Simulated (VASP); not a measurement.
Band structure of Al$_{3}$Sc (L1_2). Calculation: PW91 GGA, VASP's PBE PAW potentials (set 64) (plane waves; VASP).

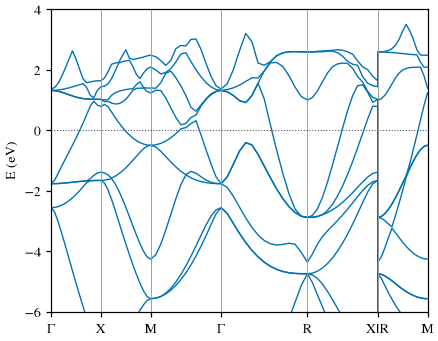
Figure. Bands along high-symmetry lines, zero at the valence-band maximum or, without a gap, the Fermi level

**Question.** Read the plot: is there a gap, and where are the band edges?

**Answer.** It has no gap at this level: it comes out as a metal or semimetal. (Edges off the drawn lines would not show.)

The compound is Al3Sc in the L1_2 structure. It was relaxed first.
